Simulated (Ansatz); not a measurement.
Partial pair distribution functions of a relaxed model of amorphous Zr₂₀O₄₁Cu₂, broadened by 0.06 Å; density 5.36 g/cm³. All values below come from PBE, scalar-relativistic without spin-orbit coupling (plane waves to 420 eV, PAW; Ansatz, an electronic-structure program).

A CHGNet melt-quench gave the starting glass, which DFT then relaxed. O atoms were pushed apart under 1.9 Å during the dynamics, to hinder bonds among them. The hot cell started wider than the set density and was brought back towards it in steps. It is the lowest in DFT energy of 2 quenches. It is a model cell: composition and starting density were chosen by hand, and all elements were melted together. No dispersion term was used. Its density started from a set value of 5.36 and ended at 5.36 g/cm³. Cooling (nominally 300 K/ps over its main leg) ran many orders faster than in experiment, which tends to leave more defects and strain. Values belong to this one cell and scatter from quench to quench. The volume was held where the preparation left it and the shape relaxed, at a PBE pressure of 0.4 GPa. Stress components on the final sampling reach 0.8 GPa. Cycles of charging lowered its energy after that relaxation.

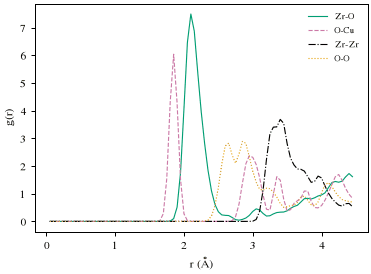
*Partial pair distribution functions*

Highest peaks under 4.5 Å: Zr-O near 2.10 Å, O-Cu near 1.85 Å, Zr-Zr near 3.40 Å, O-O near 2.85 Å; pairs of few atoms are noisy.

Within 2.76 Å each Zr has 6.60 O neighbours on average.
